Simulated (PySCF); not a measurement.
CH6SSn, SMILES [SnH3][S]C at its PBE0/def2-SVP optimised geometry (Å):

```
9

Sn    -0.5712    -0.8087     0.0000
S     -1.3703    -1.9454     1.9823
C     -0.6149    -0.9172     3.2842
H     -1.1954    -1.6916    -1.3232
H     -1.1449     0.8087     0.0000
H      1.1449    -0.8087     0.0000
H      0.4835    -0.9266     3.2325
H     -0.9183    -1.3601     4.2433
H     -0.9780     0.1204     3.2537
```

Level of theory: PBE0/def2-TZVP, def2 effective core potentials past Kr (PySCF 2.14.0). The core electrons that the potentials of Sn replace are not part of the density. Cells within 0.4 Å of a nucleus heavier than hydrogen are left out (blank, or x).

Map of the electrostatic potential (hartree/e), clipped to [-0.08, 0.12] on the plane z = 0.0 Å:

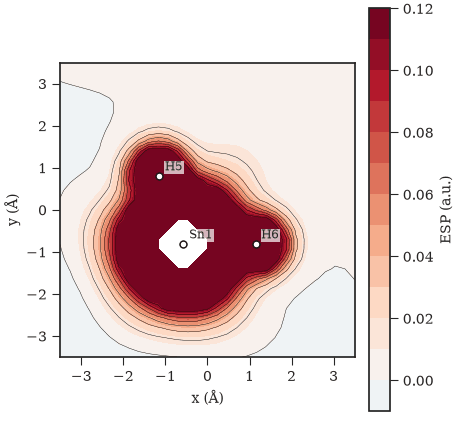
Electrostatic potential (hartree/e), clipped to [-0.08, 0.12] on the plane z = 0.0 Å.
